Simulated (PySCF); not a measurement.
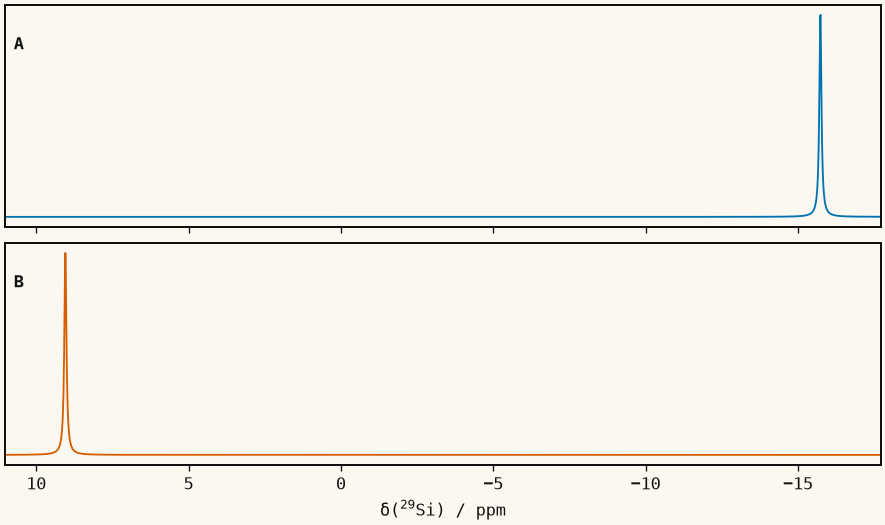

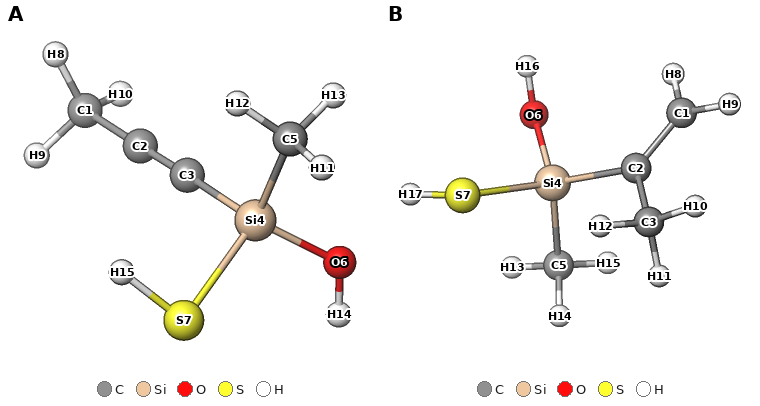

Related molecules: A is C₄H₈OSSi, SMILES CC#C[Si@](C)(O)S; B is C₄H₁₀OSSi, SMILES C=C(C)[Si@](C)(O)S. GIAO ²⁹Si shifts against TMS, PBE0/pcSseg-1 in PySCF 2.14.0, at a GFN2-xTB geometry (no frequency check); fully decoupled, line heights follow the number of nuclei within a panel, widths are arbitrary (no quadrupolar broadening); values of one conformer, averaged over methyl-type rotors and exact or near symmetry; other conformers aren't averaged in.

### How does the ²⁹Si shift respond?

From A (−15.7 ppm) to B (9.0 ppm) the nucleus is deshielded by 24.8 ppm.

Caveats, for all or some of the runs: the tight-binding geometry is rougher than a DFT one and adds to the error.
